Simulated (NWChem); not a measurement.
**One shape, several levels: triplet HOF**

Wanted: a comparison of 6 runs (UHF/aug-cc-pVTZ, U-r2SCAN/aug-cc-pVTZ, UPBE/aug-cc-pVTZ, UPBE0/aug-cc-pVTZ, USVWN5/aug-cc-pVTZ, UMP2/aug-cc-pVTZ) of triplet HOF. 

Program for the calculation: NWChem 7.3.0.

### 1 The system as given

HOF: 3 atoms, total charge 0, spin state triplet. As SMILES of the parent species, `OF`. Geometry: relaxed at PBE0-D4/def2-TZVP. That shape belongs to the parent species and isn't relaxed for this state.

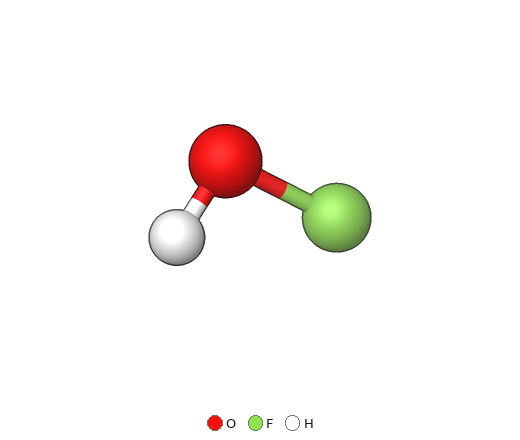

Viewed from a chosen angle; oxygen red, fluorine green, hydrogen white.

### 2 A single-point energy at UHF/aug-cc-pVTZ (run 1)

Input file sp.xyz:

```xyz
3
FHO energy
O      0.430590    -0.210340     0.216330
F     -0.221910     1.014620    -0.010980
H     -0.208690    -0.804280    -0.205350
```

Input file run.py:

```python
from ase.io import read
from ase.calculators.nwchem import NWChem

system = read('sp.xyz')

calc = NWChem(
    label='sp',
    theory='scf',
    memory='2200 mb',
    basis='aug-cc-pVTZ',
    basispar='spherical bse',
    scf={'nopen': '2', 'uhf': None, 'thresh': '1e-08', 'maxiter': '80'},
    task='energy',
)
system.calc = calc

print(f"energy = {system.get_potential_energy():.6f} eV")
```

Started as:

```console
$ export ASE_NWCHEM_COMMAND="nwchem PREFIX.nwi > PREFIX.nwo"
$ python run.py
```

Log:

```text
energy = -4753.643499 eV
```

The calculator wrote sp.nwi:

```
title "sp"

permanent_dir sp

scratch_dir sp

start sp

geometry units angstrom nocenter noautosym noautoz
  O  4.3058999999999997e-01 -2.1034000000000000e-01 2.1632999999999999e-01
  F  -2.2191000000000000e-01 1.0146200000000001e+00 -1.0980000000000000e-02
  H  -2.0868999999999999e-01 -8.0427999999999999e-01 -2.0535000000000000e-01
end

memory 2200 mb

basis spherical bse noprint
   * library aug-cc-pVTZ
end

scf
  nopen 2
  uhf
  thresh 1e-08
  maxiter 80
end

task scf energy
```

sp.nwo:

```text
Northwest Computational Chemistry Package (NWChem) 7.3.0
             --------------------------------------------------------

           Job information
           ---------------

    nwchem branch   = 7.3.0
    use scalapack   = T
    input           = sp.nwi
    prefix          = sp.
    data base       = sp/sp.db
    status          = startup
    nproc           =        1

           Memory information
           ------------------

    heap     =     72089600 doubles =      550.0 Mbytes
    stack    =     72089597 doubles =      550.0 Mbytes
    global   =    144179200 doubles =     1100.0 Mbytes (distinct from heap & stack)
    total    =    288358397 doubles =     2200.0 Mbytes
    verify   = yes
    hardfail = no

[... 35 lines left out ...]
            Nuclear Dipole moment (a.u.)
[... 59 lines left out ...]
 1-e energy   =    -310.504446
[... 7 lines left out ...]
         Quadratically convergent UHF
[... 16 lines left out ...]
       Final UHF  results
[... 3 lines left out ...]
      One electron energy =   -311.202923392158
[... 1 line left out ...]
 Nuclear repulsion energy =     34.062703575172
[... 32 lines left out ...]
          Final beta eigenvalues
[... 203 lines left out ...]
                     UHF Final Beta Molecular Orbital Analysis
[... 219 lines left out ...]
    Atom       Charge   Shell Charges
 -----------   ------   -------------------------------------------------------
    1 O    8     1.48  -0.00  0.03  0.08 -0.03 -0.01  0.50  0.69  0.20  0.02  0.00  0.00 -0.00 -0.00 -0.00
    2 F    9     0.60  -0.00  0.02  0.05 -0.03 -0.02  0.30  0.34 -0.03 -0.01  0.00 -0.00 -0.01  0.00 -0.00
    3 H    1    -0.07  -0.03 -0.07 -0.01  0.00  0.00  0.01  0.00  0.00  0.00

       Multipole analysis of the density wrt the origin
       ------------------------------------------------

     L   x y z        total         alpha         beta         nuclear
     -   - - -        -----         -----         ----         -------
     0   0 0 0      0.000000    -10.000000     -8.000000     18.000000

     1   1 0 0     -0.148055     -1.675069     -0.814054      2.341068
[... 8 lines of this table left out ...]
     2   0 0 2     -7.673361     -5.094155     -4.070637      1.491430

 Task  times  cpu:       56.9s     wall:       56.9s
 Total times  cpu:       56.9s     wall:       56.9s
```

Run time: 58 s. Hardware: 1 thread of Intel Xeon Platinum 8488C (Sapphire Rapids), shared host; peak memory 0.11 GiB.

### 3 A single-point energy at U-r2SCAN/aug-cc-pVTZ (run 2)

Input file run.py:

```python
from ase import Atoms
from ase.calculators.nwchem import NWChem

atoms = Atoms(['O', 'F', 'H'], positions=[
    [0.430590, -0.210340, 0.216330],
    [-0.221910, 1.014620, -0.010980],
    [-0.208690, -0.804280, -0.205350],
])

calc = NWChem(
    label='job',
    theory='dft',
    memory='2200 mb',
    basis='aug-cc-pVTZ',
    basispar='spherical bse',
    dft={'xc': 'r2scan', 'mult': '3', 'grid': 'fine', 'convergence': 'energy 1e-08', 'iterations': '100', 'mulliken': None},
    task='energy',
)
atoms.calc = calc

print(f"energy = {atoms.get_potential_energy():.6f} eV")
```

Started as:

```console
$ export ASE_NWCHEM_COMMAND="nwchem PREFIX.nwi > PREFIX.nwo"
$ python run.py
```

Log:

```text
energy = -4772.924147 eV
```

The calculator wrote job.nwi:

```
title "job"

permanent_dir job

scratch_dir job

start job

geometry units angstrom nocenter noautosym noautoz
  O  4.3058999999999997e-01 -2.1034000000000000e-01 2.1632999999999999e-01
  F  -2.2191000000000000e-01 1.0146200000000001e+00 -1.0980000000000000e-02
  H  -2.0868999999999999e-01 -8.0427999999999999e-01 -2.0535000000000000e-01
end

memory 2200 mb

basis spherical bse noprint
   * library aug-cc-pVTZ
end

dft
  xc r2scan
  mult 3
  grid fine
  convergence energy 1e-08
  iterations 100
  mulliken
end

task dft energy
```

job.nwo:

```text
Northwest Computational Chemistry Package (NWChem) 7.3.0
             --------------------------------------------------------

           Job information
           ---------------

    nwchem branch   = 7.3.0
    use scalapack   = T
    input           = job.nwi
    prefix          = job.
    data base       = job/job.db
    status          = startup
    nproc           =        1

           Memory information
           ------------------

    heap     =     72089600 doubles =      550.0 Mbytes
    stack    =     72089597 doubles =      550.0 Mbytes
    global   =    144179200 doubles =     1100.0 Mbytes (distinct from heap & stack)
    total    =    288358397 doubles =     2200.0 Mbytes
    verify   = yes
    hardfail = no

[... 76 lines left out ...]
  convergence criterion.
[... 17 lines left out ...]
          Convergence on gradient requested:  5.00D-04
[... 23 lines left out ...]
          Convergence aids based upon iterative change in
[... 28 lines left out ...]
 1-e energy   =    -310.504446
[... 49 lines left out ...]
         Total DFT energy =     -175.401728643695
[... 2 lines left out ...]
    Exchange-Corr. energy =      -19.294440151857
[... 815 lines left out ...]
                     DFT Final Beta Molecular Orbital Analysis
[... 904 lines left out ...]
 center of mass
 --------------
 x =   0.12917919 y =   0.79267379 z =   0.15981432

 moments of inertia (a.u.)
 ------------------
          53.990848619707          23.531086529119          -4.896904134736
          23.531086529119          15.400737520308           7.321132202640
          -4.896904134736           7.321132202640          65.564506790027

     Multipole analysis of the density
     ---------------------------------

     L   x y z        total         alpha         beta         nuclear
     -   - - -        -----         -----         ----         -------
     0   0 0 0     -0.000000    -10.000000     -8.000000     18.000000

     1   1 0 0     -0.259616     -1.637227     -0.963457      2.341068
[... 8 lines of this table left out ...]
     2   0 0 2     -7.907902     -5.323370     -4.075962      1.491430

 Task  times  cpu:       22.5s     wall:       22.5s
 Total times  cpu:       22.5s     wall:       22.5s
```

Wall time 24 s (1 thread of Intel Xeon Platinum 8488C (Sapphire Rapids), shared host); peak memory 0.12 GiB.

Run 3 isn't shown in full; the table further down has it.

### 4 The energy at UPBE0/aug-cc-pVTZ (run 4)

Input file calc.xyz:

```xyz
3

O      0.430590    -0.210340     0.216330
F     -0.221910     1.014620    -0.010980
H     -0.208690    -0.804280    -0.205350
```

Input file run.py:

```python
from ase.io import read
from ase.calculators.nwchem import NWChem

atoms = read('calc.xyz')

calc = NWChem(
    label='calc',
    theory='dft',
    memory='2200 mb',
    basis='aug-cc-pVTZ',
    basispar='spherical bse',
    dft={'xc': 'pbe0', 'mult': '3', 'grid': 'fine', 'convergence': 'energy 1e-08', 'iterations': '100', 'mulliken': None},
    task='energy',
)
atoms.calc = calc

print("Total energy (eV):", round(atoms.get_potential_energy(), 6))
```

Started as:

```console
$ export ASE_NWCHEM_COMMAND="nwchem PREFIX.nwi > PREFIX.nwo"
$ python run.py
```

Log:

```text
Total energy (eV): -4770.120864
```

The calculator wrote calc.nwi:

```
title "calc"

permanent_dir calc

scratch_dir calc

start calc

geometry units angstrom nocenter noautosym noautoz
  O  4.3058999999999997e-01 -2.1034000000000000e-01 2.1632999999999999e-01
  F  -2.2191000000000000e-01 1.0146200000000001e+00 -1.0980000000000000e-02
  H  -2.0868999999999999e-01 -8.0427999999999999e-01 -2.0535000000000000e-01
end

memory 2200 mb

basis spherical bse noprint
   * library aug-cc-pVTZ
end

dft
  xc pbe0
  mult 3
  grid fine
  convergence energy 1e-08
  iterations 100
  mulliken
end

task dft energy
```

calc.nwo:

```text
Northwest Computational Chemistry Package (NWChem) 7.3.0
             --------------------------------------------------------

           Job information
           ---------------

    nwchem branch   = 7.3.0
    use scalapack   = T
    input           = calc.nwi
    prefix          = calc.
    data base       = calc/calc.db
    status          = startup
    nproc           =        1

           Memory information
           ------------------

    heap     =     72089600 doubles =      550.0 Mbytes
    stack    =     72089597 doubles =      550.0 Mbytes
    global   =    144179200 doubles =     1100.0 Mbytes (distinct from heap & stack)
    total    =    288358397 doubles =     2200.0 Mbytes
    verify   = yes
    hardfail = no

[... 76 lines left out ...]
  convergence criterion.
[... 17 lines left out ...]
          Convergence on gradient requested:  5.00D-04
[... 25 lines left out ...]
          Convergence aids based upon iterative change in
[... 28 lines left out ...]
 1-e energy   =    -310.504446
[... 49 lines left out ...]
         Total DFT energy =     -175.298709887621
[... 2 lines left out ...]
    Exchange-Corr. energy =      -19.183335058933
[... 815 lines left out ...]
                     DFT Final Beta Molecular Orbital Analysis
[... 904 lines left out ...]
 center of mass
 --------------
 x =   0.12917919 y =   0.79267379 z =   0.15981432

 moments of inertia (a.u.)
 ------------------
          53.990848619707          23.531086529119          -4.896904134736
          23.531086529119          15.400737520308           7.321132202640
          -4.896904134736           7.321132202640          65.564506790027

     Multipole analysis of the density
     ---------------------------------

     L   x y z        total         alpha         beta         nuclear
     -   - - -        -----         -----         ----         -------
     0   0 0 0      0.000000    -10.000000     -8.000000     18.000000

     1   1 0 0     -0.249631     -1.637729     -0.952970      2.341068
[... 8 lines of this table left out ...]
     2   0 0 2     -7.924861     -5.323202     -4.093089      1.491430

 Task  times  cpu:       26.6s     wall:       26.6s
 Total times  cpu:       26.6s     wall:       26.6s
```

Run time: 28 s. Hardware: 1 thread of Intel Xeon Platinum 8488C (Sapphire Rapids), shared host; peak memory 0.12 GiB.

Run 5 isn't shown in full; the table further down has it.

### 5 A single-point energy at UMP2/aug-cc-pVTZ (run 6)

Input file struct.nw:

```
start struct
memory 2200 mb
geometry units angstroms noautosym nocenter noautoz
  O      0.430590    -0.210340     0.216330
  F     -0.221910     1.014620    -0.010980
  H     -0.208690    -0.804280    -0.205350
end
basis "ao basis" spherical bse
  O library aug-cc-pVTZ
  F library aug-cc-pVTZ
  H library aug-cc-pVTZ
end
scf
  triplet
  uhf
  thresh 1e-08
  maxiter 80
  print medium
end
mp2
  freeze core 2
  tight
end
task mp2 energy
```

Started as:

```console
$ nwchem struct.nw > struct.out
```

Log:

```text
[...]
  functions       =   115
[...]
  wavefunction    = UHF
[...]
         Total SCF energy =   -174.693177865251
      One electron energy =   -311.202923392151
      Two electron energy =    102.447041951727
 Nuclear repulsion energy =     34.062703575172
                       Sz =      1.0000
                 Sz(Sz+1) =      2.0000
                      S^2 =      2.0276
[...]
          Total MP2 energy          -175.163153520215
[...]
```

Run time: 64 s. Hardware: 1 thread of Intel Xeon Platinum 8488C (Sapphire Rapids), shared host; peak memory 0.31 GiB.

### 6 The series

| run | level | iteration cap | module | energy (Eh) | dipole moment (D) of the reference | HOMO energy (eV) | ⟨S²⟩ | wall time |
| --- | --- | --- | --- | --- | --- | --- | --- | --- |
| 1 | UHF/aug-cc-pVTZ | 80 | scf | -174.693178 | 2.79 | -11.39 | 2.028 | 58 s |
| 2 | U-r2SCAN/aug-cc-pVTZ | 100 | dft | -175.401729 | 1.98 | -3.95 | 2.010 | 24 s |
| 3 | UPBE/aug-cc-pVTZ | 100 | dft | -175.312439 | 1.82 | – | 2.005 | 27 s |
| 4 | UPBE0/aug-cc-pVTZ | 100 | dft | -175.298710 | 2.08 | -5.49 | 2.010 | 28 s |
| 5 | USVWN5/aug-cc-pVTZ | 100 | dft | -174.307293 | 1.86 | -3.59 | 2.005 | 21 s |
| 6 | UMP2/aug-cc-pVTZ | 80 | mp2 | -175.163154 | – | -11.39 | 2.028 | 64 s |

### 7 Results

| quantity | value |
| --- | --- |
| run 6: total energy | -175.16315 Eh |
| run 6: HOMO energy (Hartree–Fock orbitals) (highest over α and β) | -11.39 eV |
| run 6: LUMO energy (Hartree–Fock orbitals) (lowest over α and β) | 0.69 eV |
| run 6: correlation energy (2 core orbitals frozen) | -470.0 mEh |
| run 6: ⟨S²⟩ of the reference determinant | 2.028 |

Over runs 1, 2, 3, 4, 5 the dipole moment (its size) runs from 1.82 D (UPBE/aug-cc-pVTZ) to 2.79 D (UHF/aug-cc-pVTZ). Totals of different functionals can't be ranked against each other. All runs together took 3.7 min, the longest 64 s.
